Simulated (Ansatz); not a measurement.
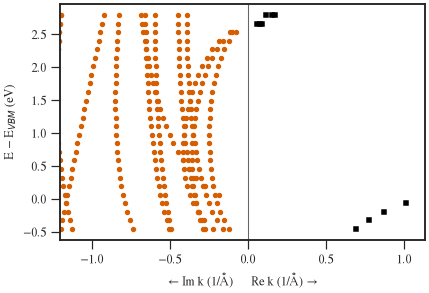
*Complex bands at the centre of the two-dimensional zone; r2SCAN (Ansatz, a quantum-chemistry and plane-wave program)*

No gap correction and no spin-orbit coupling; mid-gap is the computed energy nearest the middle.

Problem. This is KTaO$_{3}$ (Pm-3m, cubic perovskite, 5 atoms a cell, 12.8 Å³ an atom) along the normal of (110). Read off the slowest decay at the centre of the two-dimensional zone at 1.36 eV, the computed energy nearest the middle of the gap.

Solution. κ ≈ 0.24 1/Å, a decay length 1/(2κ) of the density of 2.1 Å.
